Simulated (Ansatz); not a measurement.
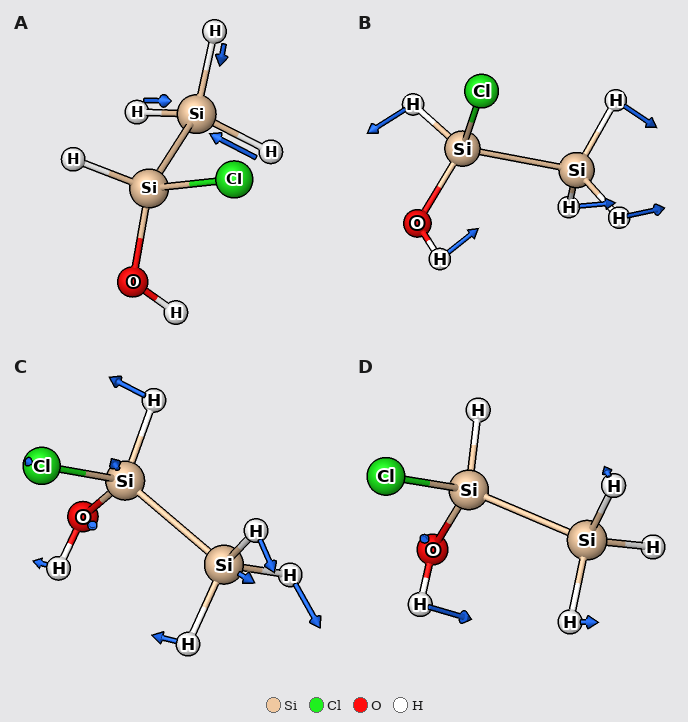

4 normal modes of one molecule or complex, as arrows. Harmonic vibrations computed with RKS PBE0-D4/def2-TZVP (Ansatz 0.2.0) at a stationary point of the same level.

Question: Match the panels to the wavenumbers 223 cm⁻¹, 407 cm⁻¹, 894 cm⁻¹, 2214 cm⁻¹.

Answer: A: 2214 cm⁻¹, in-phase stretching of 2 Si–H bonds
B: 894 cm⁻¹, angle bending
C: 407 cm⁻¹
D: 223 cm⁻¹
